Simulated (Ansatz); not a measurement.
# Calculations on ZnH₂OBrCl

### Relaxation

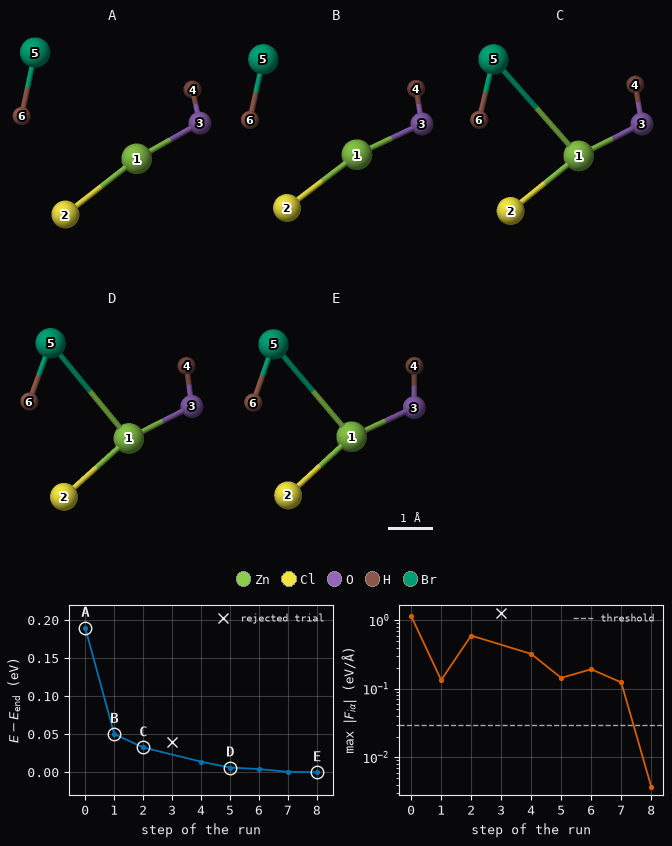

Frames of a relaxation of ZnH₂OBrCl, marked on the history of the run. Style: ball-and-stick. Shown at a tilt.

The run prepares an end point of a later path (reaction) calculation, from a guessed geometry.

All numbers below come from Ansatz 0.2.0, RKS PBE0-D4/def2-SVP.

Input
```yaml
crystal:
  periodic: [false, false, false]
  atoms:
    - { symbol: Zn, position_ang: [0.361286, -0.015283, 0.061618] }
    - { symbol: Cl, position_ang: [0.513047, 0.18277, 2.252975] }
    - { symbol: O, position_ang: [0.455579, -0.04756, -1.701961] }
    - { symbol: H, position_ang: [-0.006397, -0.792235, -2.107035] }
    - { symbol: Br, position_ang: [-3.052347, -0.640789, 1.076184] }
    - { symbol: H, position_ang: [-1.997267, -0.326404, 2.097919] }
basis:
  gaussian: { orbitals: def2-SVP }
hamiltonian:
  xc: pbe0
  dispersion: d4
relax:
  f_tol: 0.03
  max_steps: 50
```

Run as
```bash
ansatz run input.yaml --threads 2 --pin off --max-ram 3072MiB --backend cpu --events-out ev --progress --plain --runs-dir out
```

What happens along the run?

Answer. After 7 accepted moves (8 points after the start) the energy has fallen by 0.190 eV. Largest force component: 1.2 eV/Å at the start, 0.0037 eV/Å at the end. The line search rejected the trial step at point 3 of the run. The atom that moves furthest after the best rigid fit is Br5 (0.47 Å). Largest moves by element: Br 0.47 Å, H 0.37 Å, O 0.28 Å, Zn 0.24 Å, Cl 0.14 Å. Some distances before and after: Zn1–Br5 3.616 → 2.947 Å, Zn1–Cl2 2.206 → 2.147 Å, Br5–H6 1.502 → 1.446 Å, Zn1–O3 1.766 → 1.773 Å. Bond angles that change, for instance: Cl2–Zn1–O3 171.9° → 163.3°. The run took 29 s on 2 threads of Arm Neoverse V2, with other jobs on the host, peak memory 0.26 GiB. From step 0 to 1: Br5 moves most (0.19 Å), energy −0.140 eV. From step 1 to 2: H4 moves most (0.19 Å), energy −0.018 eV. From step 2 to 5: Br5 moves most (0.15 Å), energy −0.026 eV. From step 5 to 8: H4 moves most (0.12 Å), energy −0.006 eV.

Limits of the set-up: the start holds two separate molecules, 2.6 Å apart at their closest, whose relative position is a soft coordinate.

### Relaxation

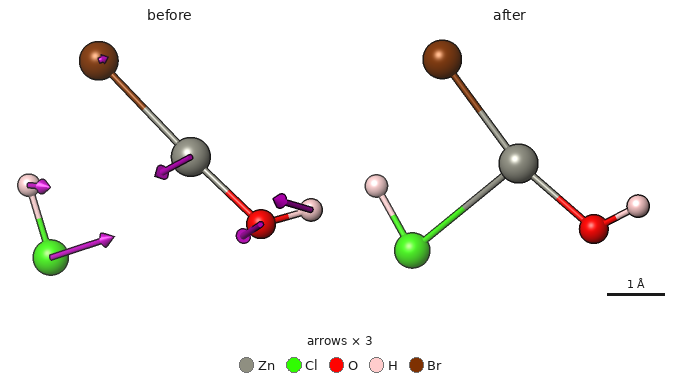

The structure of ZnH₂OBrCl before (left) and after (right) a relaxation, at one scale. The purple arrows give the displacements, magnified 3 times.

Style: ball-and-stick. Shown at a tilt.

The run prepares an end point of a later path (reaction) calculation, from a guessed geometry.

These are results of RKS PBE0-D4/def2-SVP in Ansatz, not measurements. (no spin polarisation; force threshold 0.03 eV/Å; at most 50 steps)

Describe what moved and what it gained.

The energy falls by 0.253 eV in 7 accepted moves (10 points after the start). The largest force component goes from 1.2 to 0.0037 eV/Å. The line search rejected the trial steps at points 4, 8, 9 of the run. The forces were under the threshold at step 7, but the run went on from there. The largest move after the best rigid fit is that of the Cl atom, 0.46 Å. Largest moves by element: Cl 0.46 Å, O 0.45 Å, H 0.37 Å, Zn 0.35 Å, Br 0.07 Å. Some distances before and after: Cl–Zn 3.434 → 2.666 Å, Br–Zn 2.379 → 2.278 Å, Cl–H 1.334 → 1.299 Å, O–Zn 1.772 → 1.780 Å. New bonds form, among them: Cl–Zn (3.43 → 2.67 Å). Bond angles that change, for instance: O–Zn–Br 174.3° → 166.1°.

Limits of the set-up: the start holds two separate molecules, 2.7 Å apart at their closest, whose relative position is a soft coordinate.

### Path

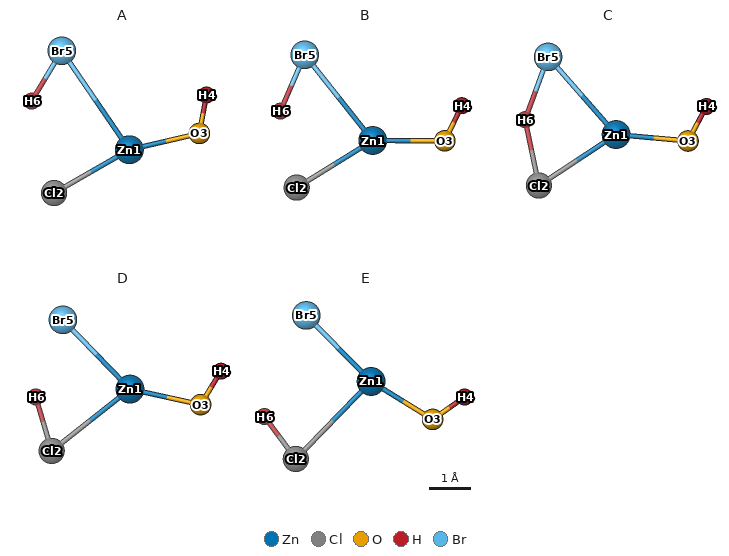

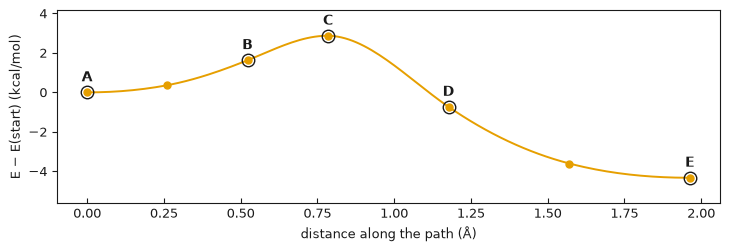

NEB run on ZnH2OBrCl. Images are numbered from 0 (start) to 6 (end). Frames A to E are images 0, 2, 3, 4, 6. A ball-and-stick model, seen face on.

These are results of RKS PBE0-D4/def2-SVP (Ansatz), not measurements.

Input file:
```yaml
crystal:
  periodic: [false, false, false]
  atoms:
    - { symbol: Zn, position_ang: [0.168727, -0.096526, 0.187032] }
    - { symbol: Cl, position_ang: [0.39871, 0.271824, 2.289414] }
    - { symbol: O, position_ang: [0.480609, -0.280883, -1.549062] }
    - { symbol: H, position_ang: [-0.290735, -0.5613, -2.051916] }
    - { symbol: Br, position_ang: [-2.649104, -0.669405, 0.833777] }
    - { symbol: H, position_ang: [-1.834304, -0.30321, 1.970455] }
basis:
  gaussian: { orbitals: def2-SVP }
hamiltonian:
  xc: pbe0
  dispersion: d4
neb:
  order_check: false
  images: 5
  f_tol: 0.05
  max_iterations: 60
  final_atoms:
    - { symbol: Zn, position_ang: [-0.85453625, -0.39828168, -0.21157161] }
    - { symbol: Cl, position_ang: [0.1907191, 0.20285102, 2.16634419] }
    - { symbol: O, position_ang: [0.54030719, -0.23322702, -1.30502172] }
    - { symbol: H, position_ang: [0.33527568, -0.43830715, -2.22277014] }
    - { symbol: Br, position_ang: [-2.90343736, -0.74314534, 0.72143663] }
    - { symbol: H, position_ang: [-1.03442535, -0.02938983, 2.53128265] }
  initial_path:
    images:
      - { positions_ang: [[0.168727, -0.096526, 0.187032], [0.39871, 0.271824, 2.289414], [0.480609, -0.280883, -1.549062], [-0.290735, -0.5613, -2.051916], [-2.649104, -0.669405, 0.833777], [-1.834304, -0.30321, 1.970455]] }
      - { positions_ang: [[0.11112592, -0.06310167, 0.12292748], [0.26655937, 0.19413971, 2.38776729], [0.31758799, -0.19407496, -1.63107885], [-0.10828076, -0.6872524, -2.07476672], [-2.61138377, -0.60502677, 0.844246], [-1.70170576, -0.28418391, 2.0306048]] }
      - { positions_ang: [[0.05352485, -0.02967734, 0.05882296], [0.13440875, 0.11645542, 2.48612058], [0.15456698, -0.10726691, -1.71309569], [0.07417349, -0.8132048, -2.09761745], [-2.57366354, -0.54064854, 0.854715], [-1.56910752, -0.26515782, 2.0907546]] }
      - { positions_ang: [[-0.00407623, 0.003747, -0.00528157], [0.00225812, 0.03877113, 2.58447386], [-0.00845403, -0.02045887, -1.79511254], [0.25662773, -0.93915721, -2.12046817], [-2.53594331, -0.47627032, 0.865184], [-1.43650929, -0.24613173, 2.1509044]] }
      - { positions_ang: [[-0.28756291, -0.13026256, -0.07404491], [0.06507845, 0.09346443, 2.44509731], [0.17446638, -0.09138159, -1.63174893], [0.28284371, -0.77220719, -2.15456883], [-2.65844133, -0.56522866, 0.81726821], [-1.30248131, -0.17388443, 2.27769715]] }
      - { positions_ang: [[-0.57104958, -0.26427212, -0.14280826], [0.12789877, 0.14815772, 2.30572075], [0.35738678, -0.1623043, -1.46838532], [0.3090597, -0.60525717, -2.18866949], [-2.78093935, -0.654187, 0.76935242], [-1.16845333, -0.10163713, 2.4044899]] }
      - { positions_ang: [[-0.85453625, -0.39828168, -0.21157161], [0.1907191, 0.20285102, 2.16634419], [0.54030719, -0.23322702, -1.30502172], [0.33527568, -0.43830715, -2.22277014], [-2.90343736, -0.74314534, 0.72143663], [-1.03442535, -0.02938983, 2.53128265]] }
```

Command:
```bash
ansatz run input.yaml --threads 2 --pin off --max-ram 3072MiB --backend cpu --events-out ev --progress --plain --runs-dir out
```

What happens along the path, and what is the barrier?

A hydrogen atom shifts from one atom to another. Breaking: Br5–H6 (1.45 → 1.65 at the top → 2.70 Å). Forming: Cl2–H6 (2.33 → 1.66 at the top → 1.30 Å). Forward barrier 2.9 kcal/mol, backward barrier 7.2 kcal/mol, with image 3 at the top; the reaction energy is −4.3 kcal/mol. The band converged in 13 iterations. The largest component of the band force went from 13 to 0.024 eV/Å. The climbing image converged on the top of the path. Its vibrational analysis gives one imaginary mode (292i cm⁻¹), as a transition state must have.

The run took 3.3 min on 2 threads of Arm Neoverse V2, on a shared host, peak memory 0.28 GiB.
